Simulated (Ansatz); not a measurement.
```xyz
5

N     0.1052   -0.0247    0.6436
P    -0.4974   -0.5942   -0.9543
Si    0.8656   -1.5311    0.7049
H    -0.0746    0.8527    1.1223
H     0.5642   -0.0796   -1.7909
```

Geometry: B3LYP-D3(BJ)/def2-SVP.

Method: isolated molecule in a Gaussian basis; Kohn-Sham density functional theory, functional PBE0 in Ansatz 0.2.0.

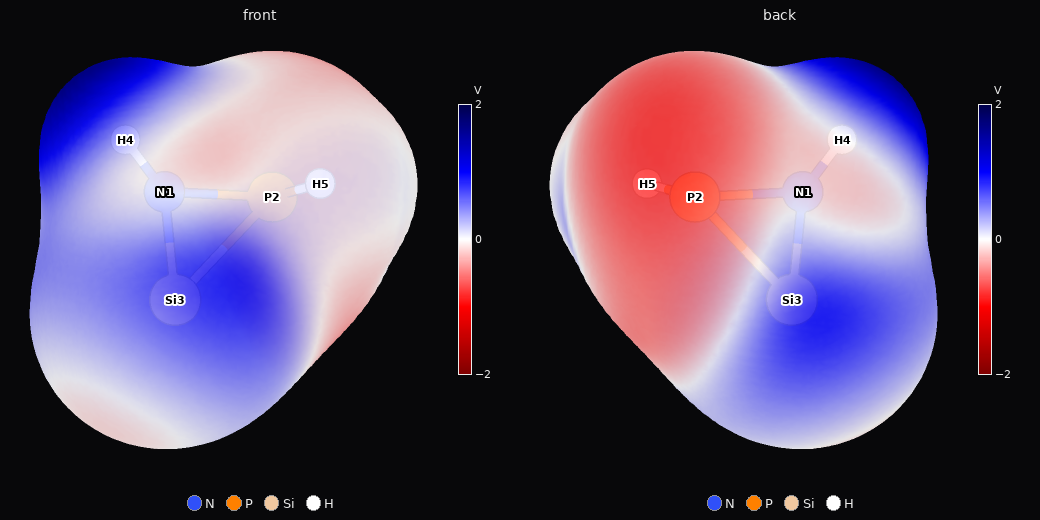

H₂NPSi (SMILES N1[Si]#[PH]1). The molecular electrostatic potential painted on the density surface at 0.001 e/bohr³, seen from the front and from behind; red is negative and blue positive.

> Where is the surface potential most negative and most positive?

The most negative region (about −0.8 V, or −18 kcal/mol for a unit charge) lies over P2, the most positive (about +1.6 V, or +37 kcal/mol for a unit charge) over H4.
